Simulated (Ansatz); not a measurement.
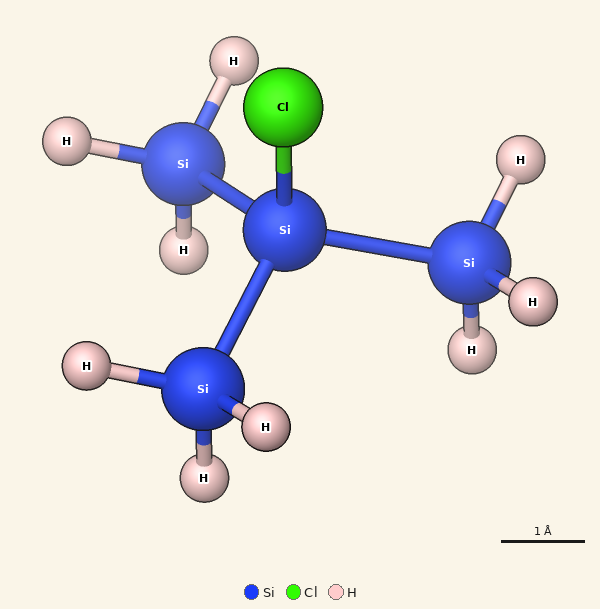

The input geometry (ball-and-stick view, seen at a tilt).

**Run report: Si$_{4}$H$_{9}$Cl, single-point calculation**

The run: single-point calculation of Si$_{4}$H$_{9}$Cl. Method and program: RKS PBE-QIDH (frozen core)/def2-TZVPP (Ansatz 0.2.0).

The geometry comes from this level: PBE0-D4/def2-TZVP.

What the program printed:
```
Functional definition: PBE-QIDH
  name "PBE-QIDH"
  cite "Brémond, Sancho-García, Pérez-Jiménez & Adamo, J. Chem. Phys. 141, 031101 (2014) doi:10.1063/1.4890314"
  cite "Perdew, Burke & Ernzerhof, Phys. Rev. Lett. 77, 3865 (1996) doi:10.1103/PhysRevLett.77.3865"
  parameter a = 3^(-1/3)
  parameter c = 1/3
  exchange = (1 - a)*pbe_x + a*exact_x
  correlation = (1 - c)*pbe_c + c*(mp2_os + mp2_ss)
1900 factors; integrals over basis functions are off by at most 8.2e-4 eV
mean field evaluation 1: about -44144.6579 eV, gradient 1.5e1 eV
mean field evaluation 2: about -44144.9304 eV, gradient 1.5e1 eV
mean field evaluation 4: about -44146.0643 eV, gradient 2.9e0 eV
mean field evaluation 8: about -44146.0875 eV, gradient 9.8e-2 eV
mean field evaluation 16: about -44146.0875 eV, gradient 2.2e-5 eV
mean field -44146.08751799 eV, -1622.3387929934 hartree, gradient 1.2e-6 eV, S^2 0.000000; 0 other end points of the search recorded, 0 dependent functions left out
25 core orbitals not correlated: weight in the atoms' cores, before any rotation towards them, 1.000 or more for the frozen orbitals, at most 0.000 for the correlated occupied ones
reference -44146.08753658 eV, -1622.3387936764 hartree; 16, 16 occupied and 295, 295 virtual orbitals, 1900 factors
second order -21.61472579 eV of doubles, -0.00000000 eV of singles
Total energy: -44153.29244517 eV, -1622.6035691836 hartree
```

The run was set up as follows.

Input:
```yaml
crystal:
  periodic: [false, false, false]
  atoms:
    - {symbol: Si, position_ang: [-0.515917, -0.108831, -0.413601]}
    - {symbol: Si, position_ang: [-1.042725, -0.533262, 1.825522]}
    - {symbol: Si, position_ang: [1.723201, -0.617523, -0.860363]}
    - {symbol: Si, position_ang: [-1.942308, -1.282911, -1.848481]}
    - {symbol: Cl, position_ang: [-0.791638, 1.927913, -0.762609]}
    - {symbol: H, position_ang: [-2.459242, -0.173160, 2.096945]}
    - {symbol: H, position_ang: [-0.847087, -1.983932, 2.095654]}
    - {symbol: H, position_ang: [-0.153332, 0.253892, 2.719507]}
    - {symbol: H, position_ang: [1.942765, -2.068461, -0.611097]}
    - {symbol: H, position_ang: [2.045074, -0.312417, -2.279206]}
    - {symbol: H, position_ang: [2.616339, 0.170689, 0.028818]}
    - {symbol: H, position_ang: [-1.605217, -0.982525, -3.264866]}
    - {symbol: H, position_ang: [-3.356525, -0.906783, -1.586930]}
    - {symbol: H, position_ang: [-1.771414, -2.741399, -1.604668]}
basis:
  gaussian: {orbitals: def2-TZVPP}
hamiltonian: {xc: {name: PBE-QIDH}}
```

Command:
```bash
ansatz run in.yaml --threads 4 --pin off --events-out ev --progress --plain --max-ram 66560MiB --backend cuda --devices 0, --max-vram 37GiB
```

Key numbers:

```tsv
quantity	value
outcome	converged
total energy	−44153.2924 eV
mean-field energy	−44146.0875 eV
SCF solution under orbital rotations	stable
hardware	4 CPU threads, shared host
wall time	4.5 s (CPU time 4.7 s)
peak memory	1.4 GiB
```
